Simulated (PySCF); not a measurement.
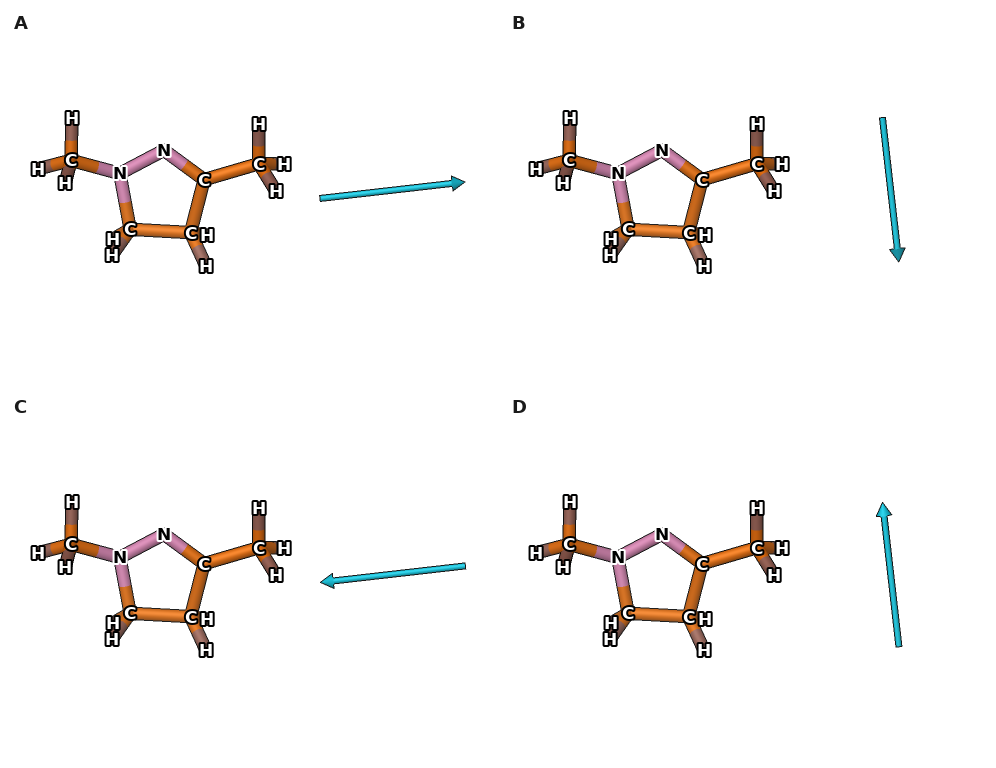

The same molecule four times, each with an arrow. The geometry was computed by an optimisation with GFN2-xTB. No frequency run is at hand to confirm it as a minimum. Level of theory: CAM-B3LYP/def2-SVPD, gas phase (PySCF 2.14.0).

Which arrow points along the dipole moment, from the negative to the positive end?

Answer. B. The dipole moment is 2.07 D.
